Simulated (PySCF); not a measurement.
## A study: CH6OSi, SMILES `CO[SiH3]`

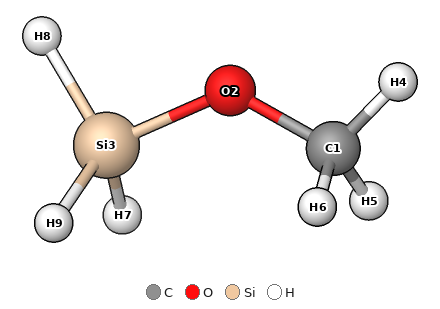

The molecule, with its atoms numbered as below. No frequency check shows the geometry to be a minimum.

Cartesian coordinates (Å):

```
C1       1.6538   -0.1846    0.0009
O2       0.4419    0.5015   -0.0007
Si3     -1.0694   -0.0835   -0.0007
H4       2.4597    0.5509   -0.0054
H5       1.7441   -0.8218   -0.8868
H6       1.7482   -0.8108    0.8884
H7      -1.3235   -0.9207   -1.1747
H8      -1.7967    1.1732   -0.0034
H9      -1.3179   -0.9061    1.1919
```

Part 1: Bonding charge

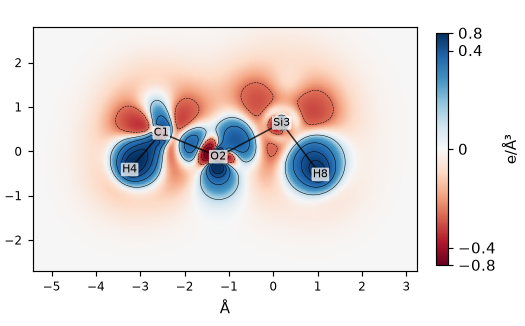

Deformation density (molecule less spherical, spin-averaged free atoms) in the plane of C1, O2, Si3, H4 and H8; colour scale in e/Å³, logarithmic beyond ±0.1; blue: gain, red: loss.

Level of theory: B3LYP/def2-SVPD (PySCF), at a geometry from GFN2-xTB.

> Describe the bonding that the map shows.

C1–H4: +0.74 e/Å³ at the bond critical point (bond length 1.09 Å). Si3–H8: +0.19 e/Å³ at the bond critical point (bond length 1.45 Å). C1–O2: +0.07 e/Å³ at the bond critical point (bond length 1.39 Å); up to 0.6 Å beside the axis the gain reaches +0.30 e/Å³. O2–Si3: +0.03 e/Å³ at the bond critical point (bond length 1.62 Å); up to 0.6 Å beside the axis the gain reaches +0.34 e/Å³. In all, 2.1 electrons gather in the regions of gain relative to the promolecule. A small or negative value marks a very polar bond, one between electron-rich atoms, whose free-atom densities already overlap strongly, a long bond to a heavier atom, or a closed-shell contact such as a hydrogen bond.

> Where do the Hirshfeld charges lie?

The highest Hirshfeld charge is on Si3 (+0.40 e), the lowest on O2 (−0.24 e).

```tsv
atom	charge (e)
C1	−0.02
O2	−0.24
Si3	+0.40
H4	+0.04
H5	+0.04
H6	+0.04
H7	−0.09
H8	−0.08
H9	−0.09
```

Part 2: Local ionisation energy

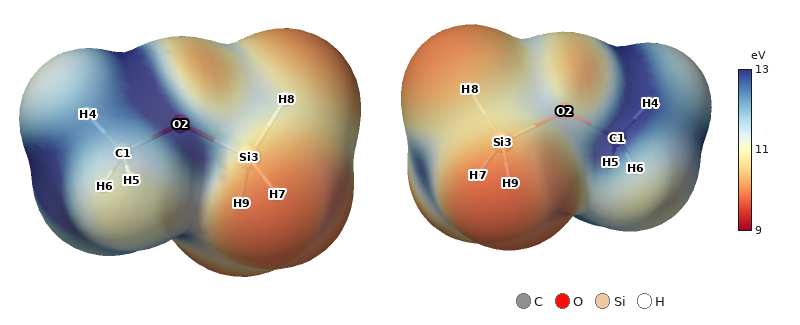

Average local ionisation energy on the surface of electron density 0.001 a.u. (back view left, front view right).

> Where are the most loosely bound electrons on this surface?

The lowest value is 9.7 eV, 1.5 Å from H9. Further minima include 10.3 eV, 1.9 Å from O2, and at like points elsewhere; 10.8 eV, 1.4 Å from H5. For comparison, the highest occupied orbital lies at −7.9 eV.

> What volume does the surface enclose, and what is the dipole moment?

About 94 Å³; the dipole moment is 1.1 D.

Part 3: In an electric field

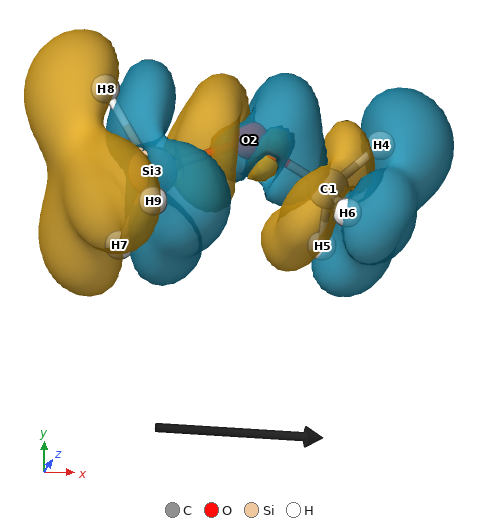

Change of the electron density in a uniform field of 0.21 V/Å along +x (arrow), surfaces at ±0.001 e/Å³ (yellow: gain, teal: loss).

> What dipole is induced, and what polarisability does it imply?

The induced dipole is 0.51 D (along the field); α along this axis, from the fields in both directions, is 50 bohr³ (7.4 Å³).

> Which atoms gain and lose the most charge?

Electrons gather most on Si3 (Hirshfeld charge changes by −0.006 e) and leave H4 most (+0.007 e); 0.048 electrons are displaced in all.

Part 4: Removing or adding an electron

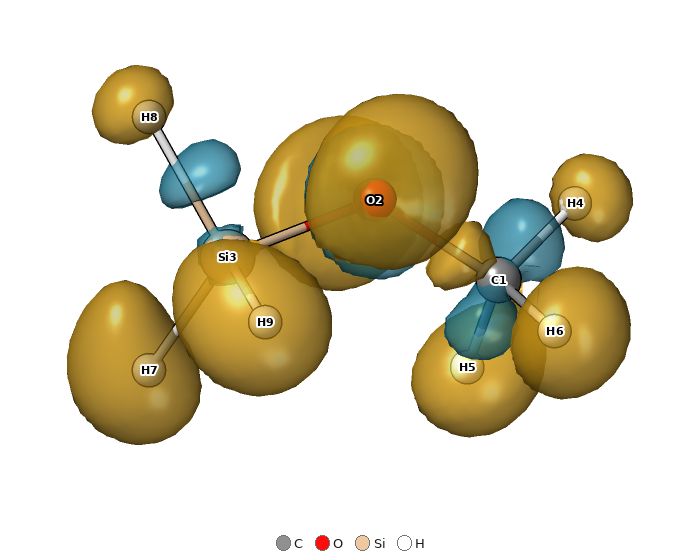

Fukui function f⁻ = ρ(N) − ρ(N−1) at fixed geometry, surfaces at ±0.03 e/Å³ (yellow positive, teal negative).

Computed with PySCF, B3LYP/def2-SVPD, geometry: GFN2-xTB.

> Which atoms respond most to the removal of an electron?

f⁻ (Hirshfeld-condensed) is largest on O2 (0.25) and Si3 (0.16); the vertical ionisation energy is 10.41 eV. Condensed values hint at sites of electrophilic attack but needn't mark the atom that reacts. Orbital relaxation makes it negative in places (0.17 e in all).

```tsv
atom	f⁻	charge
C1	+0.08	−0.02
O2	+0.25	−0.24
Si3	+0.16	+0.40
H4	+0.06	+0.04
H5	+0.08	+0.04
H6	+0.08	+0.04
H7	+0.12	−0.09
H8	+0.05	−0.08
H9	+0.12	−0.09
```
